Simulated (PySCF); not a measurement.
**C$_{5}$H$_{2}$F$_{3}$O (SMILES O=c1cc1[C](F)C(F)F) (doublet): density, localisation and related maps**

| atom | x (Å) | y (Å) | z (Å) |
| --- | --- | --- | --- |
| O | 2.9735 | 1.3249 | -0.3277 |
| C | 2.1702 | 0.4620 | -0.2064 |
| C | 1.6649 | -0.8043 | 0.0384 |
| C | 0.6973 | 0.1393 | -0.2693 |
| C | -0.5825 | 0.5428 | -0.3379 |
| F | -0.9178 | 1.7133 | -0.9167 |
| C | -1.7401 | -0.1662 | 0.3109 |
| F | -1.5939 | -0.2397 | 1.6577 |
| F | -1.8112 | -1.4498 | -0.1185 |
| H | 1.8402 | -1.8545 | 0.0525 |
| H | -2.6951 | 0.3349 | 0.0911 |

Geometry: GFN2-xTB.

Method: UKS B3LYP, pcH-1 on C F H O, non-relativistic, mean-field spin-orbit, GIAO in PySCF 2.14.0, density-fitted response routines.

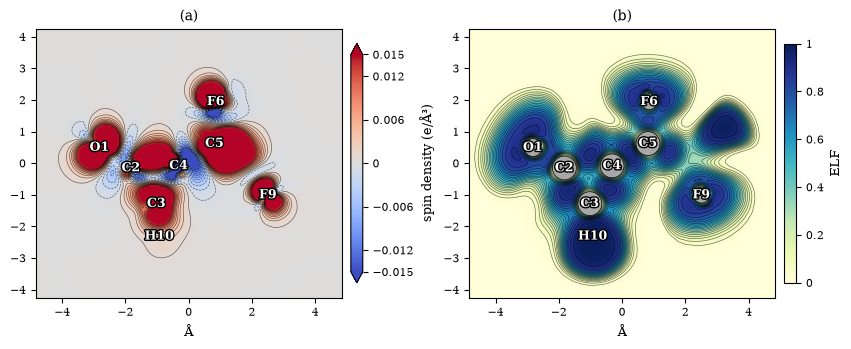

Figure 1. (a) spin density (α minus β); (b) ELF on the plane of atoms C3, C2 and C4. Grey discs cover the atomic cores in the ELF map.

Q: Describe what can be read from this map.

A: Atoms in the plane: O, C, F and H. C–O (1.19 Å): the ELF peaks at about 0.85 between the atoms: a short, multiple covalent bond. C–C (1.34 Å): the ELF peaks at about 0.95 between the atoms: a multiple bond. C–F (1.35 Å): the ELF peaks at about 0.85 between the atoms (a shared but strongly polarised pair). C–H (1.06 Å): the ELF climbs to about 1 towards the hydrogen, as it does in any bond to H: a covalent bond by its length. C–C (1.39 Å): the ELF peaks at about 0.85 between the atoms: localised, covalent bonding. The ELF also peaks beside F9, O1 and F6, away from the bonds: non-bonding electrons, paired or unpaired. The unpaired spin (1 electron) lies mostly on C5 (about 0.4), C3 (about 0.3), O1 (about 0.1) and F6 (about 0.1), in electrons by Hirshfeld's partition.

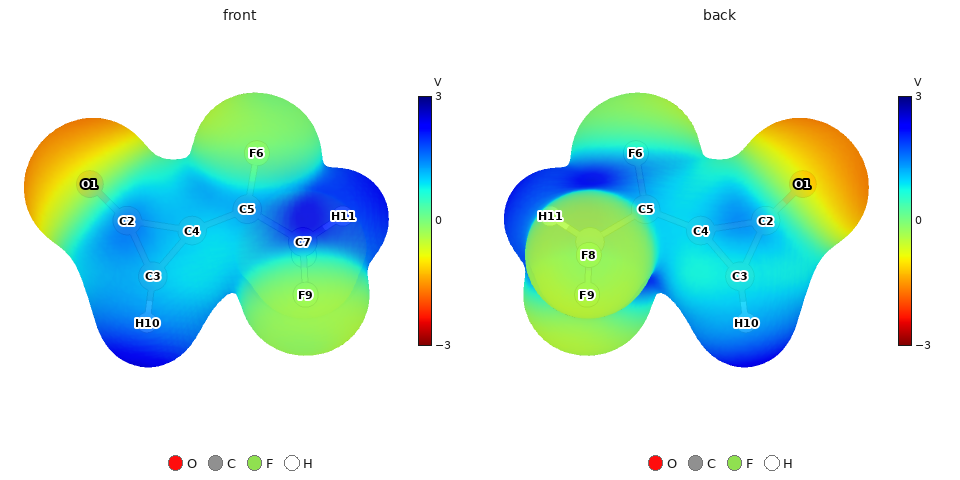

Figure 2. The electrostatic potential painted on the density surface at 0.004 e/bohr³, seen from the front and from behind; the colour scale runs from red (negative) to blue (positive).

Q: Where is the surface potential most negative and most positive?

A: The most negative region (about −1.6 V) lies over O1, the most positive (about +2.4 V) over C7 and H10. O1 is the likeliest acceptor of a hydrogen bond.
